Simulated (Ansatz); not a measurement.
Run report: CH4BClOSi (charge +1), single-point calculation

The run: single-point calculation of CH4BClOSi, charge +1, multiplicity 2. Method and program: UKS wPBEh/6-31++G** (Ansatz 0.2.0).

Some settings of this run were made unusual or wrong on purpose. The geometry comes from this level: PBE0-D4/def2-TZVP. Figures and captions count atoms from 1; the log counts them from 0 in places.

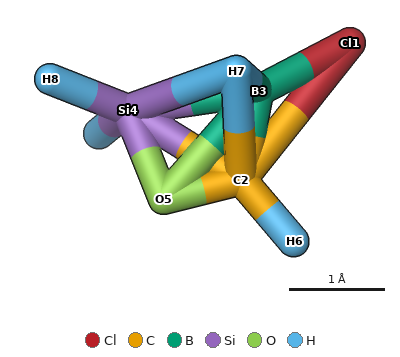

**Figure 1.** The structure (stick view, seen at a tilt; atoms are numbered from 1 in the order of the input).

Outcome:

```tsv
quantity	value
outcome	converged
total energy	−24116.1942 eV
⟨S²⟩	0.754
SCF solution under orbital rotations	stable
largest force (length of the vector)	166.685 eV/Å
hardware	4 threads of Arm Neoverse V1, 23 GiB of memory available, shared host
wall time	4.5 s (CPU time 17 s)
peak memory	0.41 GiB
```

The input was spoiled on purpose: squeeze. The program still converged, but the numbers can't be taken as results for the intended system.

Input file:
```yaml
crystal:
  periodic: [false, false, false]
  atoms:
    - {symbol: Cl, position_ang: [-0.167237, 1.580979, 0.868805]}
    - {symbol: C, position_ang: [-0.133084, 0.352807, -0.588907]}
    - {symbol: B, position_ang: [0.189553, 0.609469, 0.272121]}
    - {symbol: Si, position_ang: [-0.045760, -0.790598, 0.268833]}
    - {symbol: O, position_ang: [-0.060552, -0.470978, -0.764890]}
    - {symbol: H, position_ang: [-0.384680, 0.850525, -1.232405]}
    - {symbol: H, position_ang: [0.911525, 0.427616, 0.232811]}
    - {symbol: H, position_ang: [0.551649, -1.557637, 0.450539]}
    - {symbol: H, position_ang: [-1.000713, -1.164663, 0.404396]}
basis:
  gaussian: {orbitals: "6-31++G**"}
total_charge: 1
magnetization: {spin_polarized: true, initial_magnetization: 1}
hamiltonian: {xc: {name: wPBEh}}
output: {forces: true}
```

Command:
```bash
ansatz run in.yaml --threads 4 --pin off --events-out ev --progress --plain --max-ram 10444MiB
```

What the program printed:
```
Functional definition: wPBEh
  name "wPBEh"
  cite "Heyd, Scuseria & Ernzerhof, J. Chem. Phys. 118, 8207 (2003) doi:10.1063/1.1564060"
  cite "Krukau, Vydrov, Izmaylov & Scuseria, J. Chem. Phys. 125, 224106 (2006) doi:10.1063/1.2404663"
  cite "Heyd & Scuseria, J. Chem. Phys. 120, 7274 (2004) doi:10.1063/1.1668634"
  cite "Ernzerhof & Perdew, J. Chem. Phys. 109, 3313 (1998) doi:10.1063/1.476928"
  cite "Perdew, Burke & Ernzerhof, Phys. Rev. Lett. 77, 3865 (1996) doi:10.1103/PhysRevLett.77.3865"
  parent pbe
  parameter a = 0.25
  parameter omega = 0.11/bohr
  exchange = wpbe_x - a*pbe_x_sr(omega) + a*exact_x_sr(omega)
  correlation = pbe_c
1100 factors; integrals over basis functions are off by at most 4.9e-4 eV
121 factors; integrals over basis functions are off by at most 4.9e-7 eV
mean field evaluation 1: about -24036.0711 eV, gradient 1.4e2 eV
mean field evaluation 2: about -23424.8459 eV, gradient 3.2e2 eV
mean field evaluation 4: about -24107.3521 eV, gradient 4.7e1 eV
mean field evaluation 8: about -24115.6100 eV, gradient 1.1e0 eV
mean field evaluation 16: about -24116.1941 eV, gradient 1.8e-2 eV
mean field -24116.19406257 eV, -886.2537852561 hartree, gradient 5.5e-5 eV, S^2 0.753692; 2 other end points of the search recorded, 0 dependent functions left out
the calculation of the forces begins
reference -24116.19416258 eV, -886.2537889313 hartree; 27, 26 occupied and 100, 101 virtual orbitals, 1100 factors
Total energy: -24116.19416258 eV, -886.2537889313 hartree
Atom 0 at    -0.167237     1.580979     0.868805 Å, force   -17.420019    52.236116    34.107889 eV/Å
Atom 1 at    -0.133084     0.352807    -0.588907 Å, force   -30.296021    93.220181   -39.492009 eV/Å
Atom 2 at     0.189553     0.609469     0.272121 Å, force    12.244766    10.517434    45.454781 eV/Å
Atom 3 at    -0.045760    -0.790598     0.268833 Å, force     1.520870   -30.279416    94.943183 eV/Å
Atom 4 at    -0.060552    -0.470978    -0.764890 Å, force     7.632727   -98.238718  -134.442982 eV/Å
Atom 5 at    -0.384680     0.850525    -1.232405 Å, force    -6.241159    12.704614   -12.956088 eV/Å
Atom 6 at     0.911525     0.427616     0.232811 Å, force    36.211320    -8.505258     0.610885 eV/Å
Atom 7 at     0.551649    -1.557637     0.450539 Å, force    19.312827   -23.155940     6.714807 eV/Å
Atom 8 at    -1.000713    -1.164663     0.404396 Å, force   -22.965312    -8.499014     5.059532 eV/Å
Dipole moment:     0.121026    -0.180763    -0.242658 e Å
```
